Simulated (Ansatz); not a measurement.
# F₃H₃InP: up Jacob's ladder to CCSD(T), part 2 of 2

Ansatz 0.2.0, Gaussian basis; functionals in def2-TZVPP, the program's frozen cores in correlated methods.

## 14. CAM-B3LYP-D4 (range-separated)

in.yaml

```yaml
crystal:
  periodic: [false, false, false]
  atoms:
    - {symbol: F, position_ang: [1.840261, -2.064320, 1.562554]}
    - {symbol: P, position_ang: [0.446014, -1.572517, 1.039481]}
    - {symbol: F, position_ang: [0.499701, -2.247777, -0.372487]}
    - {symbol: F, position_ang: [0.932636, -0.123914, 0.577299]}
    - {symbol: In, position_ang: [-0.904318, 1.503639, -0.696596]}
    - {symbol: H, position_ang: [-0.841629, 2.770069, 0.469096]}
    - {symbol: H, position_ang: [-0.074828, 1.615832, -2.200204]}
    - {symbol: H, position_ang: [-1.897837, 0.118978, -0.379143]}
basis:
  gaussian: {orbitals: def2-TZVPP}
hamiltonian: {xc: {name: CAM-B3LYP}, dispersion: d4}
output: {orbitals: {seedname: orbitals}}
```

Launch:

```bash
$ ansatz run in.yaml --threads 4 --pin off --events-out ev --progress --plain --max-ram 10444MiB
```

Standard output (excerpt; [...] marks lines left out):

```text
Functional definition: CAM-B3LYP
  name "CAM-B3LYP"
  cite "Yanai, Tew & Handy, Chem. Phys. Lett. 393, 51 (2004) doi:10.1016/j.cplett.2004.06.011"
  cite "Iikura, Tsuneda, Yanai & Hirao, J. Chem. Phys. 115, 3540 (2001) doi:10.1063/1.1383587"
  cite "Becke, Phys. Rev. A 38, 3098 (1988) doi:10.1103/PhysRevA.38.3098"
  cite "Lee, Yang & Parr, Phys. Rev. B 37, 785 (1988) doi:10.1103/PhysRevB.37.785"
  cite "Vosko, Wilk & Nusair, Can. J. Phys. 58, 1200 (1980) doi:10.1139/p80-159"
[...]
  # Exact exchange under (alpha + beta erf(omega r))/r, Becke's under what is left of 1/r.
[...]
1407 factors; their error is unknown
315 factors; integrals over basis functions are off by at most 9.6e-6 eV
[...]
mean field -22666.13556347 eV, -832.9651182992 hartree, gradient 6.4e-5 eV, S^2 0.000000; 0 other end points of the search recorded, 0 dependent functions left out
reference -22666.13570988 eV, -832.9651236794 hartree; 33, 33 occupied and 194, 194 virtual orbitals, 1407 factors
Total energy: -22666.27563023 eV, -832.9702656576 hartree
```

Wall time 3.4 s (4 threads of Arm Neoverse V1, shared host); peak memory 0.66 GiB.

With the free atoms at this level, -22642.595 eV in sum, the atomisation energy is 2284.8 kJ/mol. HOMO -9.46 eV, LUMO -0.69 eV.

## 15. LC-ωPBE (range-separated)

in.yaml, as its differences from that of step 14:

```diff
@@ -13,3 +13,3 @@
   gaussian: {orbitals: def2-TZVPP}
-hamiltonian: {xc: {name: CAM-B3LYP}, dispersion: d4}
+hamiltonian: {xc: {name: LC-wPBE}}
 output: {orbitals: {seedname: orbitals}}
```

Launched as before.

Standard output (excerpt; [...] marks lines left out):

```text
Functional definition: LC-wPBE
  name "LC-wPBE"
  cite "Vydrov & Scuseria, J. Chem. Phys. 125, 234109 (2006) doi:10.1063/1.2409292"
  cite "Heyd & Scuseria, J. Chem. Phys. 120, 7274 (2004) doi:10.1063/1.1668634"
  cite "Ernzerhof & Perdew, J. Chem. Phys. 109, 3313 (1998) doi:10.1063/1.476928"
  cite "Perdew, Burke & Ernzerhof, Phys. Rev. Lett. 77, 3865 (1996) doi:10.1103/PhysRevLett.77.3865"
  parent pbe
[...]
1320 factors; their error is unknown
406 factors; integrals over basis functions are off by at most 2.3e-5 eV
[...]
mean field -22661.84989730 eV, -832.8076229724 hartree, gradient 6.1e-5 eV, S^2 0.000000; 0 other end points of the search recorded, 0 dependent functions left out
reference -22661.84989731 eV, -832.8076229727 hartree; 33, 33 occupied and 194, 194 virtual orbitals, 1320 factors
Total energy: -22661.84989731 eV, -832.8076229727 hartree
```

It took 2.4 s on 4 threads of Arm Neoverse V1, shared host; peak memory 0.4 GiB.

With the free atoms at this level, -22638.505 eV in sum, the atomisation energy is 2252.4 kJ/mol. HOMO -10.80 eV, LUMO 0.45 eV.

## 16. ωB97X-V (range-separated)

in.yaml, as its differences from that of step 15:

```diff
@@ -13,3 +13,3 @@
   gaussian: {orbitals: def2-TZVPP}
-hamiltonian: {xc: {name: LC-wPBE}}
+hamiltonian: {xc: {name: wB97X-V}}
 output: {orbitals: {seedname: orbitals}}
```

Launched as before.

Standard output (excerpt; [...] marks lines left out):

```text
Functional definition: wB97X-V
  name "wB97X-V"
  cite "Mardirossian & Head-Gordon, Phys. Chem. Chem. Phys. 16, 9904 (2014) doi:10.1039/C3CP54374A"
  cite "Becke, J. Chem. Phys. 107, 8554 (1997) doi:10.1063/1.475007"
  cite "Vydrov & Van Voorhis, J. Chem. Phys. 133, 244103 (2010) doi:10.1063/1.3521275"
[...]
      + integral(e_c_pw_opposite_spin*poly(b97_u_opposite, cos0, cos1)) + vv10(b, c)
1389 factors; their error is unknown
276 factors; integrals over basis functions are off by at most 8.4e-6 eV
[...]
mean field -22663.37059998 eV, -832.8635077649 hartree, gradient 5.7e-5 eV, S^2 0.000000; 0 other end points of the search recorded, 0 dependent functions left out
reference -22663.37059719 eV, -832.8635076623 hartree; 33, 33 occupied and 194, 194 virtual orbitals, 1389 factors
Total energy: -22663.37059719 eV, -832.8635076623 hartree
```

Run time: 8 s. Hardware: 4 threads of Arm Neoverse V1, shared host; peak memory 0.72 GiB.

Atomisation energy: 2293.4 kJ/mol (free atoms -22639.602 eV, run apart). HOMO -10.46 eV, LUMO 0.31 eV.

## 17. ωB97M-V (range-separated)

in.yaml, as its differences from that of step 16:

```diff
@@ -13,3 +13,3 @@
   gaussian: {orbitals: def2-TZVPP}
-hamiltonian: {xc: {name: wB97X-V}}
-output: {orbitals: {seedname: orbitals}}
+hamiltonian: {xc: {name: wB97M-V}}
+output: {forces: true, orbitals: {seedname: orbitals}}
```

Same command.

Standard output (excerpt; [...] marks lines left out):

```text
Functional definition: wB97M-V
  name "wB97M-V"
  cite "Mardirossian & Head-Gordon, J. Chem. Phys. 144, 214110 (2016) doi:10.1063/1.4952647"
  cite "Becke, J. Chem. Phys. 107, 8554 (1997) doi:10.1063/1.475007"
  cite "Vydrov & Van Voorhis, J. Chem. Phys. 133, 244103 (2010) doi:10.1063/1.3521275"
  # Of w^i u^j: cxij and so on, Table III.
[...]
  gx(w, u) = 1 - cx + cx01*u + cx10*w
  gss(w, u) = css00 + css04*u^4 + css10*w + css20*w^2 + css43*w^4*u^3
  gos(w, u) = cos00 + cos10*w + (cos20 + cos21*u)*w^2 + (cos60 + cos61*u)*w^6
[...]
      + integral(e_c_pw_mod_opposite_spin*gos(b97_w_opposite, b97_u_opposite)) + vv10(b, c)
1356 factors; their error is unknown
276 factors; integrals over basis functions are off by at most 8.4e-6 eV
[...]
mean field -22664.20026161 eV, -832.8939972674 hartree, gradient 2.1e-5 eV, S^2 0.000000; 0 other end points of the search recorded, 0 dependent functions left out
[...]
reference -22664.20033206 eV, -832.8939998565 hartree; 33, 33 occupied and 194, 194 virtual orbitals, 1356 factors
Total energy: -22664.20033206 eV, -832.8939998565 hartree
Atom 0 at     1.840261    -2.064320     1.562554 Å, force     0.128385    -0.037434     0.037940 eV/Å
Atom 1 at     0.446014    -1.572517     1.039481 Å, force    -0.200011    -0.058949     0.166539 eV/Å
Atom 2 at     0.499701    -2.247777    -0.372487 Å, force     0.010998    -0.048764    -0.142542 eV/Å
Atom 3 at     0.932636    -0.123914     0.577299 Å, force     0.030767     0.176558    -0.080610 eV/Å
Atom 4 at    -0.904318     1.503639    -0.696596 Å, force     0.028015    -0.024036     0.015094 eV/Å
Atom 5 at    -0.841629     2.770069     0.469096 Å, force    -0.001904    -0.076019    -0.068141 eV/Å
Atom 6 at    -0.074828     1.615832    -2.200204 Å, force    -0.046640    -0.006646     0.090069 eV/Å
Atom 7 at    -1.897837     0.118978    -0.379143 Å, force     0.050391     0.075290    -0.018347 eV/Å
Dipole moment:    -0.103686    -0.131784     0.171797 e Å
```

Run time: 11 s. Hardware: 4 threads of Arm Neoverse V1, shared host; peak memory 0.81 GiB.

Atomisation energy: 2293.6 kJ/mol (free atoms -22640.429 eV, run apart). HOMO -10.29 eV, LUMO 0.02 eV.

## 18. B2PLYP (double hybrid)

in.yaml, as its differences from that of step 17:

```diff
@@ -13,3 +13,2 @@
   gaussian: {orbitals: def2-TZVPP}
-hamiltonian: {xc: {name: wB97M-V}}
-output: {forces: true, orbitals: {seedname: orbitals}}
+hamiltonian: {xc: {name: B2PLYP}}
```

Launched as before.

Standard output (excerpt; [...] marks lines left out):

```text
Functional definition: B2PLYP
  name "B2PLYP"
  cite "Grimme, J. Chem. Phys. 124, 034108 (2006) doi:10.1063/1.2148954"
  cite "Becke, Phys. Rev. A 38, 3098 (1988) doi:10.1103/PhysRevA.38.3098"
  cite "Lee, Yang & Parr, Phys. Rev. B 37, 785 (1988) doi:10.1103/PhysRevB.37.785"
[...]
1582 factors; integrals over basis functions are off by at most 9.3e-4 eV
[...]
mean field -22644.12379932 eV, -832.1562008866 hartree, gradient 7.4e-6 eV, S^2 0.000000; 0 other end points of the search recorded, 0 dependent functions left out
12 core orbitals not correlated: weight in the atoms' cores, before any rotation towards them, 1.000 or more for the frozen orbitals, at most 0.000 for the correlated occupied ones
reference -22644.12398801 eV, -832.1562078210 hartree; 21, 21 occupied and 194, 194 virtual orbitals, 1582 factors
second order -38.89538638 eV of doubles, -0.00000000 eV of singles
Total energy: -22654.62574234 eV, -832.5421401740 hartree
```

Wall time 5.5 s (4 threads of Arm Neoverse V1, shared host); peak memory 0.59 GiB.

Atomisation energy: 2216.6 kJ/mol (free atoms -22631.652 eV, run apart).

## 19. PBE-QIDH (double hybrid)

in.yaml, as its differences from that of step 18:

```diff
@@ -13,2 +13,2 @@
   gaussian: {orbitals: def2-TZVPP}
-hamiltonian: {xc: {name: B2PLYP}}
+hamiltonian: {xc: {name: PBE-QIDH}}
```

The command is unchanged.

Standard output (excerpt; [...] marks lines left out):

```text
Functional definition: PBE-QIDH
  name "PBE-QIDH"
  cite "Brémond, Sancho-García, Pérez-Jiménez & Adamo, J. Chem. Phys. 141, 031101 (2014) doi:10.1063/1.4890314"
  cite "Perdew, Burke & Ernzerhof, Phys. Rev. Lett. 77, 3865 (1996) doi:10.1103/PhysRevLett.77.3865"
[...]
1582 factors; integrals over basis functions are off by at most 9.3e-4 eV
[...]
mean field -22635.76546293 eV, -831.8490376897 hartree, gradient 8.1e-6 eV, S^2 0.000000; 0 other end points of the search recorded, 0 dependent functions left out
12 core orbitals not correlated: weight in the atoms' cores, before any rotation towards them, 1.000 or more for the frozen orbitals, at most 0.000 for the correlated occupied ones
reference -22635.76547948 eV, -831.8490382980 hartree; 21, 21 occupied and 194, 194 virtual orbitals, 1582 factors
second order -36.33431083 eV of doubles, -0.00000000 eV of singles
Total energy: -22647.87691642 eV, -832.2941253962 hartree
```

Run time: 5.5 s. Hardware: 4 threads of Arm Neoverse V1, shared host; peak memory 0.59 GiB.

With the free atoms at this level, -22625.115 eV in sum, the atomisation energy is 2196.2 kJ/mol.

## 20. Frontier levels by functional

Dipoles come from the runs that computed forces. Levels are read from the orbital files that the runs wrote:

```csv
functional,HOMO (eV),LUMO (eV),gap (eV),dipole (D)
LDA (SPW92),-7.00,-2.63,4.37,
PBE-D4,-6.90,-2.31,4.59,1.01
revPBE-D4,-6.85,-2.17,4.68,
BLYP-D4,-6.81,-2.25,4.55,
r2SCAN-D4,-7.20,-2.02,5.18,0.99
B97M-V,-7.28,-2.27,5.02,
PBE0-D4,-8.09,-1.54,6.55,
B3LYP-D4,-7.91,-1.80,6.11,1.14
r2SCANh-D4,-7.64,-1.75,5.88,
r2SCAN0-D4,-8.29,-1.36,6.93,
HSE06-D4,-7.69,-1.90,5.79,
BHLYP-D4,-9.22,-0.83,8.39,
CAM-B3LYP-D4,-9.46,-0.69,8.77,
LC-ωPBE,-10.80,0.45,11.25,
ωB97X-V,-10.46,0.31,10.78,
ωB97M-V,-10.29,0.02,10.30,1.15
```

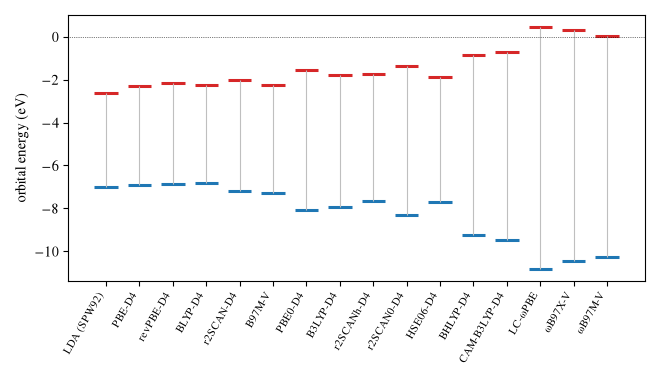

Highest occupied (blue) and lowest empty (red) level by functional.

## 21. CCSD(T) in def2-SVP

in.yaml, as its differences from that of step 19:

```diff
@@ -12,3 +12,3 @@
 basis:
-  gaussian: {orbitals: def2-TZVPP}
-hamiltonian: {xc: {name: PBE-QIDH}}
+  gaussian: {orbitals: def2-SVP}
+correlation: {method: ccsd_t}
```

Same command.

Standard output (excerpt; [...] marks lines left out):

```text
Functional definition: HF
  name "HF"
  cite "Fock, Z. Phys. 61, 126 (1930) doi:10.1007/BF01340294"
  parent pbe
[...]
1038 factors; integrals over basis functions are off by at most 5.7e-4 eV
[...]
mean field -22577.12339953 eV, -829.6939816090 hartree, gradient 2.0e-6 eV, S^2 0.000000; 0 other end points of the search recorded, 0 dependent functions left out
12 core orbitals not correlated: weight in the atoms' cores, before any rotation towards them, 1.000 or more for the frozen orbitals, at most 0.000 for the correlated occupied ones
reference -22577.12339953 eV, -829.6939816090 hartree; 21, 21 occupied and 68, 68 virtual orbitals, 1038 factors
second order -20.94769630 eV of doubles, -0.00000000 eV of singles
cycle   1  -21.22458872 eV  change   -2.8e-1 eV  update   1.2e-1
[...]
cycle   9  -21.91936226 eV  change   -2.4e-5 eV  update   1.9e-5
perturbative correction -0.41636363 eV, -0.0153010811 hartree
Total energy: -22599.45912542 eV, -830.5148043955 hartree
```

Run time: 7 s. Hardware: 4 threads of Arm Neoverse V1, shared host; peak memory 0.49 GiB.

## 22. CCSD(T) in def2-TZVPP

in.yaml, as its differences from that of step 21:

```diff
@@ -12,3 +12,4 @@
 basis:
-  gaussian: {orbitals: def2-SVP}
+  gaussian: {orbitals: def2-TZVPP}
 correlation: {method: ccsd_t}
+output: {orbitals: {seedname: orbitals}}
```

The command is unchanged.

Standard output (excerpt; [...] marks lines left out):

```text
Functional definition: HF
  name "HF"
  cite "Fock, Z. Phys. 61, 126 (1930) doi:10.1007/BF01340294"
  parent pbe
[...]
1582 factors; integrals over basis functions are off by at most 9.3e-4 eV
[...]
mean field -22591.78748799 eV, -830.2328769200 hartree, gradient 1.4e-6 eV, S^2 0.000000; 0 other end points of the search recorded, 0 dependent functions left out
12 core orbitals not correlated: weight in the atoms' cores, before any rotation towards them, 1.000 or more for the frozen orbitals, at most 0.000 for the correlated occupied ones
reference -22591.78748799 eV, -830.2328769200 hartree; 21, 21 occupied and 194, 194 virtual orbitals, 1582 factors
second order -32.58642066 eV of doubles, -0.00000000 eV of singles
cycle   1  -32.19539376 eV  change    3.9e-1 eV  update   1.3e-1
[...]
cycle  10  -33.11577642 eV  change   -2.6e-5 eV  update   9.6e-6
perturbative correction -0.98119818 eV, -0.0360583680 hartree
Total energy: -22625.88446258 eV, -831.4859176246 hartree
```

Wall time 3.7 min (4 threads of Arm Neoverse V1, shared host); peak memory 4.4 GiB.

## 23. MP2 in def2-QZVPP

in.yaml, as its differences from that of step 22:

```diff
@@ -12,4 +12,3 @@
 basis:
-  gaussian: {orbitals: def2-TZVPP}
-correlation: {method: ccsd_t}
-output: {orbitals: {seedname: orbitals}}
+  gaussian: {orbitals: "def2-QZVPP.json"}
+correlation: {method: mp2}
```

Launched as before.

Standard output:

```text
Functional definition: HF
  name "HF"
  cite "Fock, Z. Phys. 61, 126 (1930) doi:10.1007/BF01340294"
  parent pbe
  exchange = exact_x
  correlation = 0
2546 factors; integrals over basis functions are off by at most 8.2e-4 eV
mean field evaluation 1: about -22589.2700 eV, gradient 4.2e1 eV
mean field evaluation 2: about -22589.4283 eV, gradient 4.2e1 eV
mean field evaluation 4: about -22592.4838 eV, gradient 3.1e0 eV
mean field evaluation 8: about -22592.5290 eV, gradient 2.0e-1 eV
mean field -22592.52925689 eV, -830.2601364244 hartree, gradient 1.1e-6 eV, S^2 0.000000; 0 other end points of the search recorded, 0 dependent functions left out
12 core orbitals not correlated: weight in the atoms' cores, before any rotation towards them, 1.000 or more for the frozen orbitals, at most 0.000 for the correlated occupied ones
reference -22592.52925689 eV, -830.2601364244 hartree; 21, 21 occupied and 380, 380 virtual orbitals, 2546 factors
second order -40.06154021 eV of doubles, -0.00000000 eV of singles
Total energy: -22632.59079711 eV, -831.7323708726 hartree
```

Wall time 16 s (4 threads of Arm Neoverse V1, shared host); peak memory 1.9 GiB.

The pieces so far (eV):

```csv
basis,HF,MP2 correlation,CCSD correlation,(T),total
def2-SVP,-22577.1234,-20.9477,-21.9194,-0.4164,-22599.4591
def2-TZVPP,-22591.7875,-32.5864,-33.1158,-0.9812,-22625.8845
def2-QZVPP,-22592.5293,-40.0615,,,-22632.5908 (MP2)
```

The report of the def2-TZVPP run gives T1 = 0.0140.

## 24. From triple and quadruple zeta to the limit

No new run: Hartree-Fock is extrapolated as exp(−7.88√X) and correlation as X^−2.97, with X = 3 and 4; only MP2 was run in the larger set, so CCSD(T) minus MP2 is added from the smaller one.

```csv
level,energy at the limit (eV)
HF,-22592.6314
MP2,-22638.2301
CCSD,-22638.7594
CCSD(T),-22639.7406
```

This is no true limit for total energies: MP2 correlation changes by a factor of 1.23 from triple to quadruple zeta (about 1.07 in light molecules), because outer-core shells are correlated in sets not made for them. Much of that cancels between molecule and atoms or ions.

## 25. RPA on PBE orbitals

in.yaml, as its differences from that of step 23:

```diff
@@ -12,3 +12,4 @@
 basis:
-  gaussian: {orbitals: "def2-QZVPP.json"}
-correlation: {method: mp2}
+  gaussian: {orbitals: def2-TZVPP}
+hamiltonian: {xc: pbe}
+correlation: {method: rpa}
```

The command is unchanged.

Standard output (excerpt; [...] marks lines left out):

```text
Functional definition: PBE
  name "PBE"
  cite "Perdew, Burke & Ernzerhof, Phys. Rev. Lett. 77, 3865 (1996) doi:10.1103/PhysRevLett.77.3865"
  parent pbe
[...]
1582 factors; integrals over basis functions are off by at most 9.3e-4 eV
[...]
mean field -22655.97697163 eV, -832.5917969348 hartree, gradient 5.3e-6 eV, S^2 0.000000; 0 other end points of the search recorded, 0 dependent functions left out
12 core orbitals not correlated: weight in the atoms' cores, before any rotation towards them, 1.000 or more for the frozen orbitals, at most 0.000 for the correlated occupied ones
reference -22589.43505695 eV, -830.1464266739 hartree; 21, 21 occupied and 194, 194 virtual orbitals, 1582 factors
Total energy: -22639.08799325 eV, -831.9711384268 hartree
```

Run time: 5.5 s. Hardware: 4 threads of Arm Neoverse V1, shared host; peak memory 0.55 GiB.

RPA correlation: -49.653 eV. No RPA run of the hydrogen atom was made, so RPA has no atomisation energy below.

## 26. The ladder

Free atoms (3 F, 1 P, 1 In, 3 H) were run apart at each level; the atomisation energy is their sum less the molecule, without zero-point or spin-orbit terms.

Differences are taken before rounding.

```csv
method,rung,atomisation energy (kJ/mol),from CCSD(T)/CBS (kJ/mol),time
LDA (SPW92),LDA,2680.3,+408.3,1.6 s
PBE-D4,GGA,2287.0,+14.9,2.1 s
revPBE-D4,GGA,2205.3,-66.8,1.8 s
BLYP-D4,GGA,2260.3,-11.8,1.9 s
r2SCAN-D4,meta-GGA,2256.1,-16.0,4 s
B97M-V,meta-GGA,2293.0,+20.9,7.5 s
PBE0-D4,hybrid,2210.0,-62.1,2.9 s
B3LYP-D4,hybrid,2240.9,-31.2,4.4 s
r2SCANh-D4,hybrid,2226.8,-45.3,4.8 s
r2SCAN0-D4,hybrid,2185.5,-86.6,4.8 s
HSE06-D4,hybrid,2211.0,-61.1,3.3 s
BHLYP-D4,hybrid,2144.6,-127.5,3 s
CAM-B3LYP-D4,range-separated,2284.8,+12.7,3.4 s
LC-ωPBE,range-separated,2252.4,-19.7,2.4 s
ωB97X-V,range-separated,2293.4,+21.3,8 s
ωB97M-V,range-separated,2293.6,+21.5,11 s
B2PLYP,double hybrid,2216.6,-55.5,5.5 s
PBE-QIDH,double hybrid,2196.2,-75.9,5.5 s
HF/def2-TZVPP,wavefunction,1517.9,-754.1,
MP2/def2-TZVPP,wavefunction,2233.6,-38.5,
CCSD/def2-TZVPP,wavefunction,2149.0,-123.0,
CCSD(T)/def2-SVP,wavefunction,2004.2,-267.9,7 s
CCSD(T)/def2-TZVPP,wavefunction,2190.2,-81.9,3.7 min
MP2/CBS,wavefunction,2315.5,+43.4,
CCSD(T)/CBS,wavefunction,2272.1,0,3.9 min
```

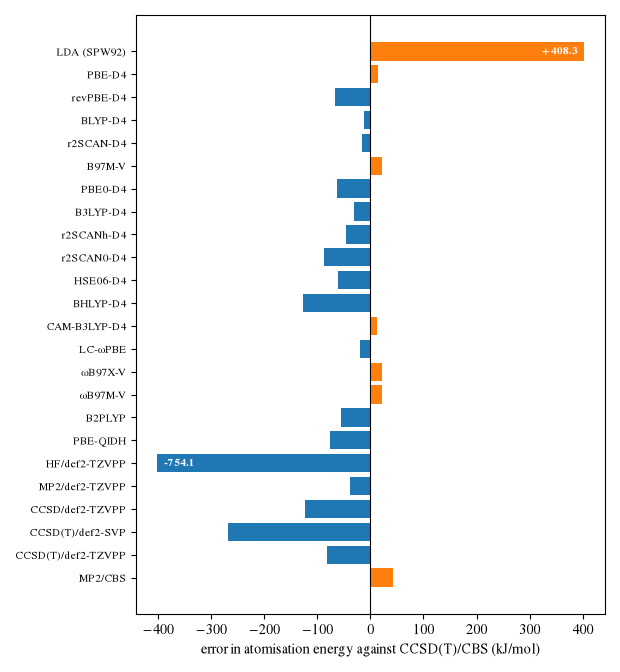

How far each level lands from CCSD(T)/CBS. Bars with a number in them are cut short.

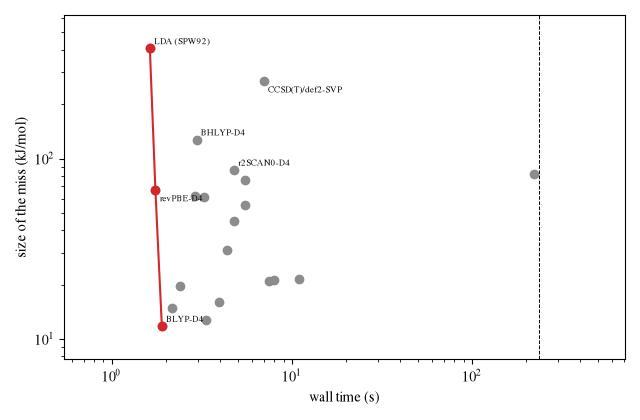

Accuracy for the time spent; red marks the levels that beat every quicker one drawn (of those quicker than the yardstick), and the dashed line is the time of CCSD(T)/CBS. Only those levels and the largest misses are named. Times are from a shared host.

LDA (SPW92), LC-ωPBE, B2PLYP, PBE-QIDH carry no dispersion term (for B3LYP, D4 adds 24.8 kJ/mol).

Times are those of the molecule's run; HF, MP2 and CCSD come out of the CCSD(T) runs, and the limit's time is the sum of the runs that it needs.

## 27. Results

This closing draws on all 2 parts.

| quantity | value |
| --- | --- |
| atomisation energy, CCSD(T)/CBS | 2272.1 kJ/mol |
| functionals within 22.7 kJ/mol (1.0 %) | PBE-D4, BLYP-D4, r2SCAN-D4, B97M-V, CAM-B3LYP-D4, LC-ωPBE, ωB97X-V, ωB97M-V |
| farthest beyond LDA | BHLYP-D4 (-127.5 kJ/mol) |
| mean size of error, GGA | 31.2 kJ/mol |
| mean size of error, meta-GGA | 18.4 kJ/mol |
| mean size of error, hybrid | 69.0 kJ/mol |
| mean size of error, range-separated | 18.8 kJ/mol |
| mean size of error, double hybrid | 65.7 kJ/mol |
| gap, smallest and largest | 4.37 eV (LDA (SPW92)), 11.25 eV (LC-ωPBE) |
| T1 diagnostic | 0.0140 |
| triples share of the correlation energy | 2.9 % |

In words: LDA overbinds by 408.3 kJ/mol (18 %). PBE-D4 is off by +14.9 kJ/mol. Double hybrids carry the basis error of their MP2 part in triple zeta, and no dispersion term here, so their miss is partly the set-up's. The rungs meta-GGA, range-separated miss on average by less than the doubt on the reference (22.7 kJ/mol), so they tie. The reference freezes the cores and leaves out spin-orbit coupling and excitations past (T), and its outer-core shells are covered unevenly, so misses under about 22.7 kJ/mol can't be ranked. All levels share the lack of spin-orbit coupling, which lowers the free heavy atoms and so the true binding. Hartree-Fock recovers 67 % of the binding; the rest is correlation. CCSD(T) in def2-SVP is off by -267.9 kJ/mol, so the small basis spoils what the method gains. Orbital gaps span 4.4 to 11.2 eV; exact exchange widens them. Correlated methods include outer-core shells of In, which these sets cover unevenly.

For cost: BLYP-D4 gets within 11.8 kJ/mol in 1.9 s, where CCSD(T)/CBS took 3.9 min; the quickest level in the cost chart, LDA (SPW92), takes 1.6 s and misses by 408.3 kJ/mol.
